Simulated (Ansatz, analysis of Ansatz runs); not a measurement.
# Li2SnF6 (P-31m), nudged elastic band: Li_i by the interstitialcy path (q = 0)

How high is the barrier when Li changes place in Li2SnF6 (P-31m)? The case: Li_i by the interstitialcy path, charge 0, in a cell of 72 host atoms with 1 Li put in.

Method: plane-wave PAW DFT, PBEsol; nudged elastic band between two relaxed defect structures, in Ansatz 0.2.0.

## (1) Set-up

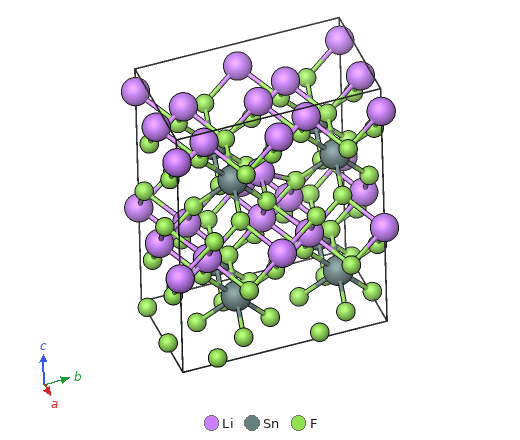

The starting structure, seen slightly off an axis (lithium purple, tin teal, fluorine green). Bonds to atoms that aren't drawn are left out. Some periodic images of atoms are drawn too.

The cell holds 73 atoms: 17 Li, 8 Sn and 48 F. Its edges and angles: a = 9.926 Å, b = 9.926 Å, c = 9.129 Å, α = 90.0°, β = 90.0°, γ = 120.0°. It derives from Li2SnF6 (space group P-31m). Nearest the centre at fractional (0.333, 0.167, 0.348): Li73 at 0.89 Å, Li1 at 0.89 Å, F5 at 1.69 Å, F7 at 1.69 Å, F45 at 1.69 Å, F4 at 2.62 Å, F44 at 2.62 Å, F6 at 2.62 Å.

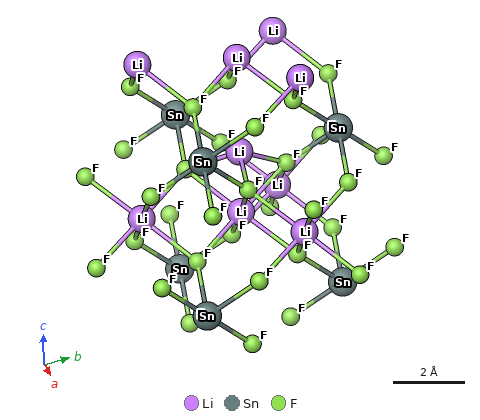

The atoms within 5 Å of the centre.

The cell's shortest repeat is 9.1 Å.

## (2) Relaxation of the start point, charge 0

The ends come first: from an unrelaxed start the top is counted from too high an energy, and the barrier comes out too low. Small random displacements break the symmetry of the ideal sites, so that the defect can distort if it gains by it. The cell holds an odd number of electrons, so the run is spin-polarised with the moment held at 1 μB.

Input file q0_M1.start/input.yaml:

```yaml
crystal:
  lattice:
    - [9.92600377, 6.0e-08, 0.0]
    - [-4.96300194, 8.5961714, 0.0]
    - [0.0, 0.0, 9.1294056]
  atoms:
    - { symbol: Li, position: [0.33333333, 0.16666667, 0.25] }
    - { symbol: Li, position: [0.16666667, 0.33333333, 0.25] }
    - { symbol: Sn, position: [0.0, 0.0, 0.0] }
    - { symbol: F, position: [0.16302591, 0.16302591, 0.12665251] }
    - { symbol: F, position: [0.33697409, 0.33697409, 0.37334749] }
    - { symbol: F, position: [0.33697409, 0.0, 0.12665251] }
    - { symbol: F, position: [0.16302591, 0.0, 0.37334749] }
    - { symbol: F, position: [0.0, 0.33697409, 0.12665251] }
    - { symbol: F, position: [0.0, 0.16302591, 0.37334749] }
    - { symbol: Li, position: [0.33333333, 0.16666667, 0.75] }
    - { symbol: Li, position: [0.16666667, 0.33333333, 0.75] }
    - { symbol: Sn, position: [0.0, 0.0, 0.5] }
    - { symbol: F, position: [0.16302591, 0.16302591, 0.62665251] }
    - { symbol: F, position: [0.33697409, 0.33697409, 0.87334749] }
    - { symbol: F, position: [0.33697409, 0.0, 0.62665251] }
    - { symbol: F, position: [0.16302591, 0.0, 0.87334749] }
    - { symbol: F, position: [0.0, 0.33697409, 0.62665251] }
    - { symbol: F, position: [0.0, 0.16302591, 0.87334749] }
    - { symbol: Li, position: [0.33333333, 0.66666667, 0.25] }
    - { symbol: Li, position: [0.16666667, 0.83333333, 0.25] }
    - { symbol: Sn, position: [0.0, 0.5, 0.0] }
    - { symbol: F, position: [0.16302591, 0.66302591, 0.12665251] }
    - { symbol: F, position: [0.33697409, 0.83697409, 0.37334749] }
    - { symbol: F, position: [0.33697409, 0.5, 0.12665251] }
    - { symbol: F, position: [0.16302591, 0.5, 0.37334749] }
    - { symbol: F, position: [0.0, 0.83697409, 0.12665251] }
    - { symbol: F, position: [0.0, 0.66302591, 0.37334749] }
    - { symbol: Li, position: [0.33333333, 0.66666667, 0.75] }
    - { symbol: Li, position: [0.16666667, 0.83333333, 0.75] }
    - { symbol: Sn, position: [0.0, 0.5, 0.5] }
    - { symbol: F, position: [0.16302591, 0.66302591, 0.62665251] }
    - { symbol: F, position: [0.33697409, 0.83697409, 0.87334749] }
    - { symbol: F, position: [0.33697409, 0.5, 0.62665251] }
    - { symbol: F, position: [0.16302591, 0.5, 0.87334749] }
    - { symbol: F, position: [0.0, 0.83697409, 0.62665251] }
    - { symbol: F, position: [0.0, 0.66302591, 0.87334749] }
    - { symbol: Li, position: [0.83333333, 0.16666667, 0.25] }
    - { symbol: Li, position: [0.66666667, 0.33333333, 0.25] }
    - { symbol: Sn, position: [0.5, 0.0, 0.0] }
    - { symbol: F, position: [0.66302591, 0.16302591, 0.12665251] }
    - { symbol: F, position: [0.83697409, 0.33697409, 0.37334749] }
    - { symbol: F, position: [0.83697409, 0.0, 0.12665251] }
    - { symbol: F, position: [0.66302591, 0.0, 0.37334749] }
    - { symbol: F, position: [0.5, 0.33697409, 0.12665251] }
    - { symbol: F, position: [0.5, 0.16302591, 0.37334749] }
    - { symbol: Li, position: [0.83333333, 0.16666667, 0.75] }
    - { symbol: Li, position: [0.66666667, 0.33333333, 0.75] }
    - { symbol: Sn, position: [0.5, 0.0, 0.5] }
    - { symbol: F, position: [0.66302591, 0.16302591, 0.62665251] }
    - { symbol: F, position: [0.83697409, 0.33697409, 0.87334749] }
    - { symbol: F, position: [0.83697409, 0.0, 0.62665251] }
    - { symbol: F, position: [0.66302591, 0.0, 0.87334749] }
    - { symbol: F, position: [0.5, 0.33697409, 0.62665251] }
    - { symbol: F, position: [0.5, 0.16302591, 0.87334749] }
    - { symbol: Li, position: [0.83333333, 0.66666667, 0.25] }
    - { symbol: Li, position: [0.66666667, 0.83333333, 0.25] }
    - { symbol: Sn, position: [0.5, 0.5, 0.0] }
    - { symbol: F, position: [0.66302591, 0.66302591, 0.12665251] }
    - { symbol: F, position: [0.83697409, 0.83697409, 0.37334749] }
    - { symbol: F, position: [0.83697409, 0.5, 0.12665251] }
    - { symbol: F, position: [0.66302591, 0.5, 0.37334749] }
    - { symbol: F, position: [0.5, 0.83697409, 0.12665251] }
    - { symbol: F, position: [0.5, 0.66302591, 0.37334749] }
    - { symbol: Li, position: [0.83333333, 0.66666667, 0.75] }
    - { symbol: Li, position: [0.66666667, 0.83333333, 0.75] }
    - { symbol: Sn, position: [0.5, 0.5, 0.5] }
    - { symbol: F, position: [0.66302591, 0.66302591, 0.62665251] }
    - { symbol: F, position: [0.83697409, 0.83697409, 0.87334749] }
    - { symbol: F, position: [0.83697409, 0.5, 0.62665251] }
    - { symbol: F, position: [0.66302591, 0.5, 0.87334749] }
    - { symbol: F, position: [0.5, 0.83697409, 0.62665251] }
    - { symbol: F, position: [0.5, 0.66302591, 0.87334749] }
    - { symbol: Li, position: [0.333333, 0.166667, 0.445669] }
basis:
  ecutwfc: 420
  xc_grid: 2
hamiltonian:
  xc: pbesol
kpoints:
  mp_grid: { grid: [1, 1, 1], shift: [0.25, 0.25, 0.25] }
magnetization:
  spin_polarized: true
  initial_magnetization: 1
  spin_locking: { lock_magnetization: hard }
scf:
  occupations: { method: fixed }
  max_iter: 120
output:
  forces: true
relax:
  f_tol: 0.02
  max_steps: 70
  random_displacement: { amplitude: 0.03, seed: 4113 }
```

Run with:

```console
$ ansatz run input.yaml --threads 4 --pin off --max-ram 14131MiB --backend cpu --events-out ev --progress --plain --runs-dir out
```

Numbers of over 12 decimals in the logs are rounded to 6 here.

The program printed:

```text
[... repeated set-up lines and file paths are left out, and long positions are rounded to six places ...]
The last accepted step is kept in <dir> (removed where the run ends without a failure and the disk answers)
Engine: ansatz 0.2.0, aarch64-unknown-linux-gnu
Pseudopotentials: kind: paw
Pseudopotential: Li, paw, valence charge 3, recommended cutoff 420 eV (normal), Li.paw.azcp
Pseudopotential: Sn, paw, valence charge 14, recommended cutoff 420 eV (normal), Sn.paw.azcp
Pseudopotential: F, paw, valence charge 7, recommended cutoff 420 eV (normal), F.paw.azcp
Functional definition: PBEsol
  exchange = pbesol_x
  correlation = pbesol_c
Crystal: 73 atoms, lattice volume = 778.972 Å³
Basis set: ecut = 420 eV, 15259 PW (Γ), exchange–correlation on 144×144×128 points (8 copies of the dense FFT grid, shifted against one another)
Bands: 323, of which v1, the nominal top of the filled ones, is band 250 counted from 1 (249 counted from 0)
Symmetry: 1 space group operations
k-points: 1
Non-local potential: Li, projectors of the file, l = 0: 3, l = 1: 2, l = 2: 1
Non-local potential: Sn, projectors of the file, l = 0: 2, l = 1: 2, l = 2: 2, l = 3: 2
Non-local potential: F, projectors of the file, l = 0: 2, l = 1: 2, l = 2: 1
PAW form: soft (Blöchl's): semilocal exchange-correlation on the pseudo side does not see the compensation charge
PAW frozen core: Sn, regenerated for the run's functional, and the local potential with it (the file was generated under x = pbe(κ = 0.804, μ = 0.219515), c = pbe(β = 0.066725))
PAW frozen core: F, regenerated for the run's functional, and the local potential with it (the file was generated under x = pbe(κ = 0.804, μ = 0.219515), c = pbe(β = 0.066725))
PAW one-centre angular grid: Li, 110 points (default); XC on 64 Gauss nodes
PAW one-centre angular grid: Sn, 590 points (default); XC on 64 Gauss nodes
PAW one-centre angular grid: F, 110 points (default); XC on 64 Gauss nodes
Initial density: superposition of atomic densities (chi_scale 0.1, normalization cell, long waves kept (reshape's long-wave potential 0.29 eV rms))
Starting moments: Σ|m| = 1 μB on 73 of 73 sites
Initial wavefunctions: pseudopotential atomic-orbital guess
Functional: x = pbesol(κ = 0.804, μ = 0.123457), c = pbesol(β = 0.046)
SCF iter   1: F=—  HF=-89553.215124 eV  |F-HF|=—  |Δ(HF+E_count)|=         —  Δρ=4.65e-2 (↑4.46e-2 ↓4.65e-2)  dr2=4.51e1  dr2_m=5.33e-2  M=1.000 μB ∫|m|=1.053 μB  β_m=0.30  ethr=3.10e-3  ⟨swp⟩=4.0  Hψ=2202  notcnv=0  defer=142
preconditioner: auto → Resta (q_TF=auto, 2.533 Å⁻¹)  ε∞=3.1  [insulator: Δε(μ)=0.246 eV  Ē_g=17.763 eV  n_scr=216 (ndim 8)  ℏωp=25.9 eV  f_vac=0.005  ε∞_Penn≈3.1]
spin=Collinear: Resta preconditioning applied to the charge; magnetization (m = ρ↑ − ρ↓) channel mixes plain (no charge-response kernel on spin).
SCF iter   2: F=—  HF=-89541.794471 eV  |F-HF|=—  |Δ(HF+E_count)|=    1.14e1  Δρ=2.94e-2 (↑2.79e-2 ↓2.94e-2)  dr2=1.89e1  dr2_m=1.98e-2  M=1.000 μB ∫|m|=1.060 μB  β_m=0.55  ethr=3.10e-3  ⟨swp⟩=2.0  Hψ=1142  notcnv=0  defer=132
SCF iter   3: F=—  HF=-89533.664287 eV  |F-HF|=—  |Δ(HF+E_count)|=    8.13e0  Δρ=6.61e-3 (↑6.61e-3 ↓6.61e-3)  dr2=1.29e0  dr2_m=4.26e-3  M=1.000 μB ∫|m|=1.080 μB  β_m=0.59  ethr=3.10e-3  ⟨swp⟩=2.0  Hψ=984  notcnv=0  defer=140
SCF iter   4: F=—  HF=-89533.179300 eV  |F-HF|=—  |Δ(HF+E_count)|=   4.85e-1  Δρ=2.58e-3 (↑2.58e-3 ↓1.88e-3)  dr2=1.87e-1  dr2_m=4.30e-3  M=1.000 μB ∫|m|=1.088 μB  β_m=0.66  ethr=2.59e-4  ⟨swp⟩=2.0  Hψ=1035  notcnv=0  defer=140
SCF iter   5: F=—  HF=-89533.189356 eV  |F-HF|=—  |Δ(HF+E_count)|=   1.01e-2  Δρ=2.64e-3 (↑2.64e-3 ↓1.05e-3)  dr2=1.28e-1  dr2_m=8.16e-3  M=1.000 μB ∫|m|=1.090 μB  β_m=0.58  ethr=3.74e-5  ⟨swp⟩=2.5  Hψ=984  notcnv=0  defer=143
SCF iter   6: F=—  HF=-89533.181232 eV  |F-HF|=—  |Δ(HF+E_count)|=   8.12e-3  Δρ=7.20e-4 (↑7.20e-4 ↓4.69e-4)  dr2=1.16e-2  dr2_m=4.69e-4  M=1.000 μB ∫|m|=1.088 μB  β_m=0.69  ethr=2.56e-5  ⟨swp⟩=2.0  Hψ=892  notcnv=0  defer=143
SCF iter   7: F=—  HF=-89533.185274 eV  |F-HF|=—  |Δ(HF+E_count)|=   4.04e-3  Δρ=6.03e-4 (↑6.03e-4 ↓2.99e-4)  dr2=5.90e-3  dr2_m=3.52e-4  M=1.000 μB ∫|m|=1.088 μB  β_m=0.57  ethr=2.32e-6  ⟨swp⟩=2.0  Hψ=1056  notcnv=0  defer=143
SCF iter   8: F=—  HF=-89533.184739 eV  |F-HF|=—  |Δ(HF+E_count)|=   5.35e-4  Δρ=9.03e-5 (↑9.03e-5 ↓7.42e-5)  dr2=1.84e-4  dr2_m=5.57e-6  M=1.000 μB ∫|m|=1.088 μB  β_m=0.69  ethr=1.18e-6  ⟨swp⟩=2.0  Hψ=979  notcnv=0  defer=139
SCF iter   9: F=—  HF=-89533.184943 eV  |F-HF|=—  |Δ(HF+E_count)|=   2.04e-4  Δρ=4.70e-5 (↑4.70e-5 ↓3.95e-5)  dr2=4.08e-5  dr2_m=6.09e-7  M=1.000 μB ∫|m|=1.088 μB  β_m=0.71  ethr=3.69e-8  ⟨swp⟩=2.0  Hψ=979  notcnv=0  defer=143
SCF iter  10: F=—  HF=-89533.184974 eV  |F-HF|=—  |Δ(HF+E_count)|=   3.12e-5  Δρ=2.53e-5 (↑2.53e-5 ↓2.22e-5)  dr2=1.15e-5  dr2_m=1.37e-7  M=1.000 μB ∫|m|=1.088 μB  β_m=0.67  ethr=2.00e-9  ⟨swp⟩=4.0  Hψ=1796  notcnv=0
SCF iter  11: F=-89533.184981 eV  HF=-89533.184980 eV  |F-HF|=5.09e-7  |Δ(HF+E_count)|=   5.84e-6  Δρ=5.18e-6 (↑5.18e-6 ↓4.18e-6)  dr2=5.70e-7  dr2_m=9.56e-9  M=1.000 μB ∫|m|=1.088 μB  ethr=2.00e-9  ⟨swp⟩=3.0  Hψ=1442  notcnv=0
SCF 1 converged in 11 iterations: F = -89533.184981 eV  dr2 = 5.70e-7
  greatest PAW one-centre occupation: 1.000 electrons in one spin orbital (limit 2), on the Li atom at site 72 (counted from 0), in its partial waves of l = 0
relax step   1: F+E_penalty+E_count = -89533.18498076 eV  Δ(F+E_penalty+E_count) = +0.000e0 eV  max|allowed force component| = 3.051e0 eV/Å  Δτ_max = 0.0000 Å  (11 SCF iters, dr2 threshold 1.00e-5 eV, accepted)
[... the SCF cycles and remarks between the steps are left out from here to the last step ...]
relax step   2: F+E_penalty+E_count = -89534.39646665 eV  Δ(F+E_penalty+E_count) = -1.211e0 eV  max|allowed force component| = 2.361e0 eV/Å  Δτ_max = 0.0895 Å  (7 SCF iters, dr2 threshold 1.00e-4 eV, accepted)
relax step   3: F+E_penalty+E_count = -89535.05775329 eV  Δ(F+E_penalty+E_count) = -6.613e-1 eV  max|allowed force component| = 1.179e0 eV/Å  Δτ_max = 0.1956 Å  (7 SCF iters, dr2 threshold 1.00e-4 eV, accepted)
relax step   4: F+E_penalty+E_count = -89535.33173829 eV  Δ(F+E_penalty+E_count) = -2.740e-1 eV  max|allowed force component| = 4.665e-1 eV/Å  Δτ_max = 0.2000 Å  (7 SCF iters, dr2 threshold 1.00e-4 eV, accepted)
relax step   5: F+E_penalty+E_count = -89535.47476890 eV  Δ(F+E_penalty+E_count) = -1.430e-1 eV  max|allowed force component| = 3.254e-1 eV/Å  Δτ_max = 0.1154 Å  (6 SCF iters, dr2 threshold 3.40e-5 eV, accepted)
relax step   6: F+E_penalty+E_count = -89535.48593492 eV  Δ(F+E_penalty+E_count) = -1.117e-2 eV  max|allowed force component| = 3.573e-1 eV/Å  Δτ_max = 0.0658 Å  (6 SCF iters, dr2 threshold 1.66e-5 eV, accepted)
relax step   7: F+E_penalty+E_count = -89535.54918960 eV  Δ(F+E_penalty+E_count) = -6.325e-2 eV  max|allowed force component| = 1.339e-1 eV/Å  Δτ_max = 0.0384 Å  (5 SCF iters, dr2 threshold 6.21e-5 eV, accepted)
relax step   8: F+E_penalty+E_count = -89535.54408764 eV  Δ(F+E_penalty+E_count) = +5.102e-3 eV  max|allowed force component| = 1.731e-1 eV/Å  Δτ_max = 0.0448 Å  (7 SCF iters, dr2 threshold 2.52e-6 eV, rejected (line search))
relax step   9: F+E_penalty+E_count = -89535.55876388 eV  Δ(F+E_penalty+E_count) = -9.574e-3 eV  max|allowed force component| = 4.409e-2 eV/Å  Δτ_max = 0.0218 Å  (8 SCF iters, accepted)
SCF iter   1: F=—  HF=-89535.561213 eV  |F-HF|=—  |Δ(HF+E_count)|=         —  Δρ=4.62e-4 (↑4.15e-4 ↓4.62e-4)  dr2=3.10e-3  dr2_m=5.05e-5  M=1.000 μB ∫|m|=1.108 μB  β_m=0.30  ethr=3.95e-6  ⟨swp⟩=3.0  Hψ=1157  notcnv=0  defer=143
SCF iter   2: F=—  HF=-89535.560815 eV  |F-HF|=—  |Δ(HF+E_count)|=   3.98e-4  Δρ=3.08e-4 (↑2.73e-4 ↓3.08e-4)  dr2=1.32e-3  dr2_m=2.45e-5  M=1.000 μB ∫|m|=1.108 μB  β_m=0.55  ethr=6.21e-7  ⟨swp⟩=2.0  Hψ=718  notcnv=0  defer=141
SCF iter   3: F=—  HF=-89535.560669 eV  |F-HF|=—  |Δ(HF+E_count)|=   1.45e-4  Δρ=6.17e-5 (↑5.77e-5 ↓6.17e-5)  dr2=9.85e-5  dr2_m=1.10e-6  M=1.000 μB ∫|m|=1.108 μB  β_m=0.59  ethr=2.64e-7  ⟨swp⟩=2.0  Hψ=1009  notcnv=0  defer=132
SCF iter   4: F=—  HF=-89535.560424 eV  |F-HF|=—  |Δ(HF+E_count)|=   2.46e-4  Δρ=2.06e-5 (↑1.89e-5 ↓2.06e-5)  dr2=1.22e-5  dr2_m=3.78e-8  M=1.000 μB ∫|m|=1.108 μB  β_m=0.68  ethr=1.97e-8  ⟨swp⟩=2.0  Hψ=1013  notcnv=0  defer=132
SCF iter   5: F=—  HF=-89535.560423 eV  |F-HF|=—  |Δ(HF+E_count)|=   9.46e-7  Δρ=5.84e-6 (↑5.58e-6 ↓5.84e-6)  dr2=6.57e-7  dr2_m=8.15e-9  M=1.000 μB ∫|m|=1.108 μB  β_m=0.77  ethr=2.45e-9  ⟨swp⟩=2.0  Hψ=1013  notcnv=0  defer=132
SCF iter   6: F=—  HF=-89535.560423 eV  |F-HF|=—  |Δ(HF+E_count)|=   3.37e-7  Δρ=3.21e-6 (↑2.92e-6 ↓3.21e-6)  dr2=1.79e-7  dr2_m=1.56e-9  M=1.000 μB ∫|m|=1.108 μB  β_m=0.71  ethr=2.00e-11  ⟨swp⟩=4.0  Hψ=1941  notcnv=0
SCF iter   7: F=-89535.560423 eV  HF=-89535.560423 eV  |F-HF|=9.90e-10  |Δ(HF+E_count)|=  8.44e-10  Δρ=1.05e-6 (↑1.04e-6 ↓1.05e-6)  dr2=2.20e-8  dr2_m=1.49e-10  M=1.000 μB ∫|m|=1.108 μB  ethr=2.00e-11  ⟨swp⟩=3.0  Hψ=1530  notcnv=0
SCF 10 converged in 7 iterations: F = -89535.560423 eV  dr2 = 2.20e-8
relax step  10: F+E_penalty+E_count = -89535.56042317 eV  Δ(F+E_penalty+E_count) = -1.659e-3 eV  max|allowed force component| = 1.615e-2 eV/Å  Δτ_max = 0.0160 Å  (7 SCF iters, accepted)
SCF converged after 7 iterations
Stability checked in part: among states of this total moment the steps that led to this state did not find it unstable. No probe was made; neither looks for a lower state of another moment (fixed_total_moment; see scf.lower_state_search)
Magnetization: 1.0000 μB (250.0000 up, 249.0000 down)
Absolute magnetization: 1.0384 μB (∫|ρ↑−ρ↓|, with the PAW one-centre terms)
Spin contamination: 0.0005 ħ² per cell (⟨S²⟩ above its minimum at these occupations)
Per-site moments (μB) at R_I (Å): [(0.000743031, 0.779696), (4.256204339161274e-5, 0.821813), (0.000814061, 0.813167), [... 70 left out ...]
Free energy (F): -89535.560423 eV
Harris-Foulkes:  -89535.560423 eV  (|F-HF|=9.90e-10)
Internal energy: -89535.560423 eV  (E = F + TS)
E sigma→0 (E₀):  -89535.560423 eV
Fermi energy:    6.461738 (↑ 6.461738, ↓ 2.289349) eV
--- Per-component energies (eV) ---
  E_band       = -4209.766251
  E_kinetic    = 11798.302470
  E_local      = -37183.848286  (includes V_loc(G=0)·N_el)
  E_nonlocal   = 2766.155574
  E_hartree    = 15308.062092
  E_xc         = -6963.940902
  E_vxc        = -5852.910094  (∫ρ·V_xc dr)
  E_paw        = -42253.482594  (= ΣΔE_a)
  E_vpaw       = -6353.688355  (= ΣTr[D̂ρ^β])
  E_aug_tail   = 0.099324  (compensation charges beyond the density's cutoff)
  E_ewald      = -33011.224066
  E_core_change = 4.315965  (= ΣΔE_core)
  E_smearing   = -0.000000  (= −TS)
  E_closure    = 0.000000  (closes the sum)
  Σ components = -89535.560423   (vs F -89535.560423, Δ=0.00e0)
--- Forces (eV/Å), atoms counted from 1 ---
  atom   1  Li     0.00214435     0.00100427    -0.00753174
  atom   2  Li     0.00031436     0.00202016    -0.00083389
  [... 1 atom left out ...]
  atom   4  F     -0.00100076     0.00089274     0.00187917
  atom   5  F     -0.00199027     0.00199278     0.00183915
  atom   6  F     -0.00467537    -0.00127218     0.00177191
  atom   7  F     -0.00934664     0.00034062     0.00606396
  [... 30 atoms left out ...]
  atom  38  Li     0.00172224     0.00147831     0.00056089
  [... 5 atoms left out ...]
  atom  44  F     -0.00176316    -0.00059314     0.00068691
  atom  45  F     -0.00362951     0.00745837    -0.00356259
  [... 27 atoms left out ...]
  atom  73  Li     0.00401655    -0.00297842     0.00074680
  max |Σ_I F_I| component: 7.34e-5 eV/Å
--- Relaxed structure (10 steps of the walk, 9 accepted, 0 SCFs on fresh bases) ---
  F+E_penalty+E_count = -89535.56042317 eV   max|allowed force component| = 1.615e-2 eV/Å
  atoms:
    - { symbol: Li, position: [0.338249, 0.165281, 0.219322] }
    - { symbol: Li, position: [0.165917, 0.333563, 0.248805] }
    [... 1 atom left out ...]
    - { symbol: F, position: [0.164038, 0.163858, 0.123873] }
    - { symbol: F, position: [0.339447, 0.337287, 0.379710] }
    - { symbol: F, position: [0.334543, -0.003565, 0.119880] }
    - { symbol: F, position: [0.164708, 0.008383, 0.377889] }
    [... 30 atoms left out ...]
    - { symbol: Li, position: [0.662232, 0.330238, 0.255612] }
    [... 5 atoms left out ...]
    - { symbol: F, position: [0.502884, 0.339262, 0.123531] }
    - { symbol: F, position: [0.485156, 0.170179, 0.366873] }
    [... 27 atoms left out ...]
    - { symbol: Li, position: [0.336223, 0.164848, 0.499213] }
```

Wall time 4 min (4 threads of Arm Neoverse V1, shared host); peak memory 2.5 GiB; 16 min of CPU time.

(Continued in part 2 of 4.)

[Logs are printed without paths, hosts, clocks, repeated set-up lines and the standing remarks that a program may print on its own settings, such as how far it seeks lower states.]

[Hosts, paths, dates, database ids (printed as entryN), source tags and the programs' standing remarks are cut or masked in the printed files.]
